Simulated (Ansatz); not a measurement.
```yaml
crystal:
  lattice:
    - [7.87379, 0.00000, 0.00000]
    - [0.00000, 0.00000, -7.87379]
    - [0.00000, 7.87379, 0.00000]
  atoms:
    - { symbol: Zr, position: [0.00000, 0.50000, 0.00000] }
    - { symbol: Zr, position: [0.50000, 0.50000, 0.50000] }
    - { symbol: Zr, position: [0.50000, 0.00000, 0.00000] }
    - { symbol: Zr, position: [0.00000, 0.00000, 0.50000] }
    - { symbol: H, position: [0.75000, 0.75000, 0.25000] }
    - { symbol: H, position: [0.25000, 0.75000, 0.75000] }
    - { symbol: H, position: [0.25000, 0.25000, 0.25000] }
    - { symbol: H, position: [0.75000, 0.25000, 0.75000] }
    - { symbol: Cl, position: [0.37496, 0.87496, 0.37496] }
    - { symbol: Cl, position: [0.87496, 0.87496, 0.87496] }
    - { symbol: Cl, position: [0.87496, 0.37496, 0.37496] }
    - { symbol: Cl, position: [0.37496, 0.37496, 0.87496] }
    - { symbol: Cl, position: [0.12504, 0.87496, 0.12504] }
    - { symbol: Cl, position: [0.62504, 0.87496, 0.62504] }
    - { symbol: Cl, position: [0.62504, 0.37496, 0.12504] }
    - { symbol: Cl, position: [0.12504, 0.37496, 0.62504] }
    - { symbol: Cl, position: [0.37496, 0.62504, 0.12504] }
    - { symbol: Cl, position: [0.87496, 0.62504, 0.62504] }
    - { symbol: Cl, position: [0.87496, 0.12504, 0.12504] }
    - { symbol: Cl, position: [0.37496, 0.12504, 0.62504] }
    - { symbol: Cl, position: [0.12504, 0.62504, 0.37496] }
    - { symbol: Cl, position: [0.62504, 0.62504, 0.87496] }
    - { symbol: Cl, position: [0.62504, 0.12504, 0.37496] }
    - { symbol: Cl, position: [0.12504, 0.12504, 0.87496] }
```

Space group F-43m; a structure generated by program, which may or may not match a known phase; spin-polarised.

Theory: DFT PBE, scalar-relativistic, plane waves, PAW (Ansatz 0.2.0).

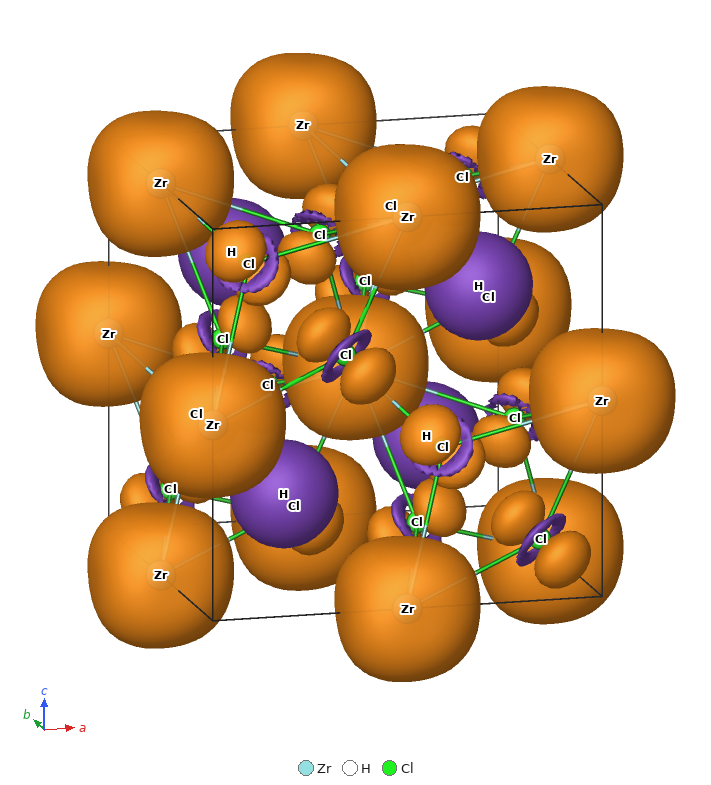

ZrHCl4. Isosurfaces of the spin density at +0.015 (orange) and −0.015 e/Å³ (purple), seen slightly off an axis. Sticks mark near contacts.

Core electrons are frozen (PAW), and the valence fields are smoothed inside the atomic spheres.

**Where is the spin, and how is it ordered?**

The spin density sits on Zr: +0.6 μB (×4); H: −0.3 μB (×4) in one cell of 24 atoms, with smaller moments on other sites: Cl (up to +0.05 μB): ferrimagnetic (opposed moments on unlike sites) in this solution. The cell of the calculation (6 atoms) carries 0.7 μB of net spin moment.
